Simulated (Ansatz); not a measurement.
## Electronic structure of CH7GeNSi in real space

Input

```
crystal:
  periodic: [false, false, false]
  atoms:
    - { symbol: "N", position_ang: [-1.3132, 0.7491, -0.2313] }
    - { symbol: C, position_ang: [0.0579, 0.5791, -0.0308] }
    - { symbol: Si, position_ang: [0.358, -0.5641, 1.338] }
    - { symbol: Ge, position_ang: [0.7766, -0.9718, -0.968] }
    - { symbol: H, position_ang: [-1.4726, 1.2055, -1.2118] }
    - { symbol: H, position_ang: [-1.6757, 1.5359, 0.4392] }
    - { symbol: H, position_ang: [-1.2759, -0.26681, -0.0119] }
    - { symbol: H, position_ang: [1.7118, -0.3567, 2.0381] }
    - { symbol: H, position_ang: [-0.775, -1.2665, 1.9222] }
    - { symbol: H, position_ang: [-0.4496, -1.7062, -1.679] }
    - { symbol: H, position_ang: [2.1201, -0.7518, -1.5009] }
basis:
  gaussian: { orbitals: def2-SVP }
hamiltonian:
  xc: b3lyp
relax:
  f_tol: 0.02
  max_steps: 50
output:
  orbitals: {}
```

Command:

```sh
ansatz run input.yaml --threads 2 --pin off --max-ram 3072MiB --backend cpu --events-out ev --progress --plain --runs-dir out
```

The fields are those of the relaxed geometry.

Theory: RKS B3LYP/def2-SVP in Ansatz 0.2.0.

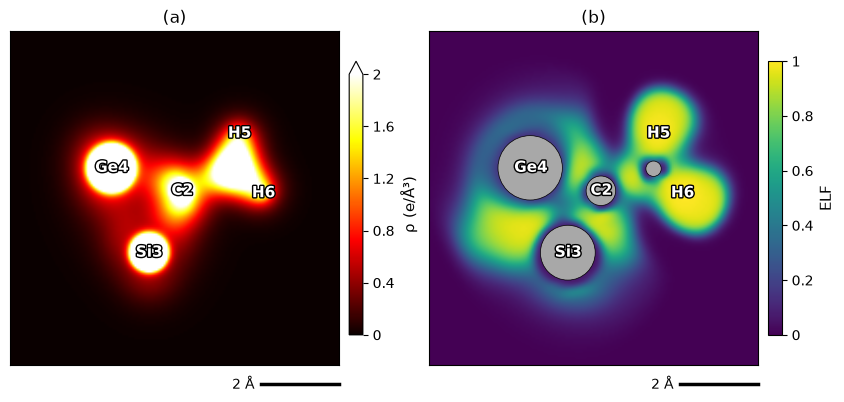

Figure 1. (a) electron density; (b) electron localisation function on the plane of atoms C2, Si3 and Ge4. Grey discs cover the atomic cores in the ELF map.

> What does the map show?

Atoms in the plane: C, Si, Ge and H.
C–Si (1.79 Å): ρ at the midpoint is about 0.94 e/Å³; the ELF peaks at about 0.85 between the atoms (localised, covalent bonding).
C–Ge (1.90 Å): ρ at the midpoint is about 0.85 e/Å³; the ELF peaks at about 0.80 in the valence shell of C, 0.7 Å from its nucleus, and is about 0.50 at the midpoint.
Si–Ge (2.37 Å): ρ is about 0.51 e/Å³ halfway; the ELF peaks at about 0.65 in the valence shell of Si, 1.1 Å from its nucleus, and is about 0.65 at the midpoint.

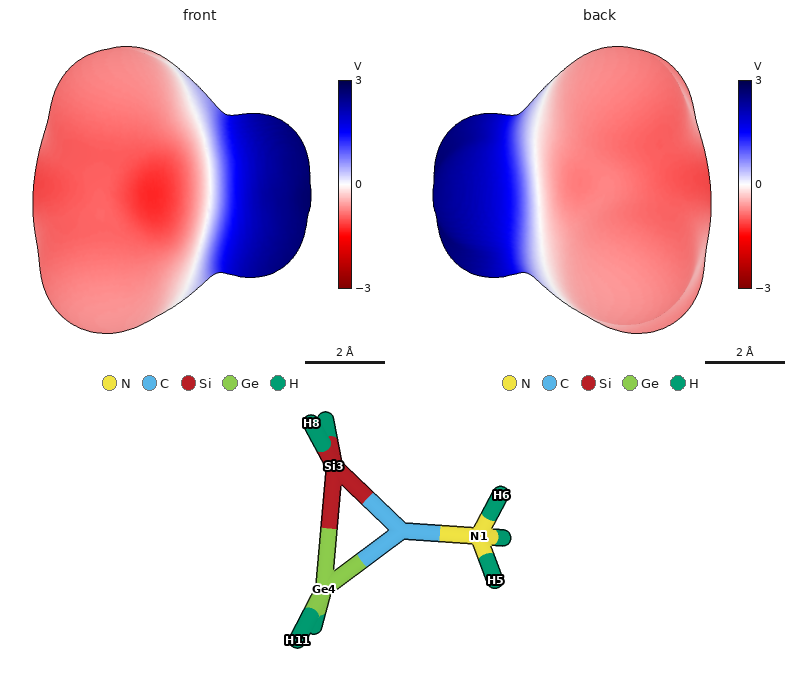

Figure 2. The electrostatic potential painted on the density surface at 0.001 e/bohr³, seen from the front and from behind; the colour scale runs from red (negative) to blue (positive). The bare structure is drawn below in the same view.

> Where is the surface potential most negative and most positive?

The most negative region (about −1.2 V) lies over C2, the most positive (about +2.7 V) over N1, H5 and H6.

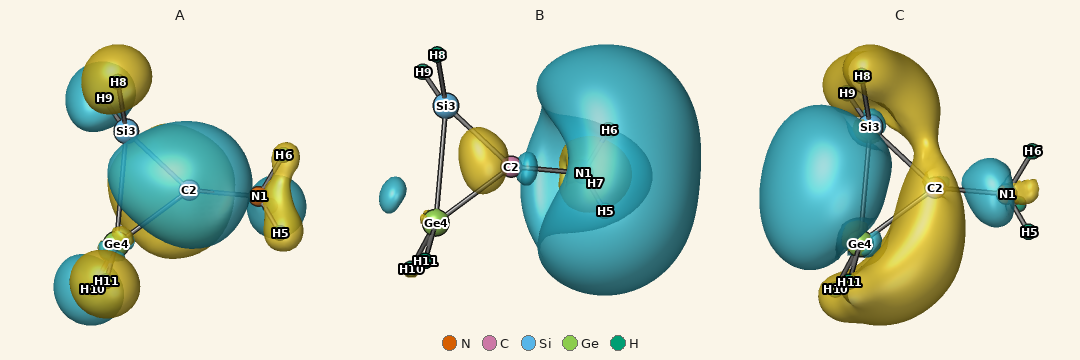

Figure 3. Three frontier orbitals at ±0.08 Å⁻³ᐟ² (yellow and cyan are the two phases), in no order.

> Order the three orbitals by energy and name them.

C is the HOMO−1 (−5.63 eV). It lies mainly on Ge4 (about 45 %), Si3 (about 30 %) and C2 (about 10 %). A is the HOMO (−4.45 eV). It lies mainly on C2 (about 55 %) and Ge4 (about 10 %). B is the LUMO (−0.46 eV). By Hirshfeld shares it lies mainly on H7 (about 20 %), N1 (about 20 %), H6 (about 20 %) and H5 (about 20 %).

> What is the HOMO–LUMO gap?

3.99 eV between the orbital energies.
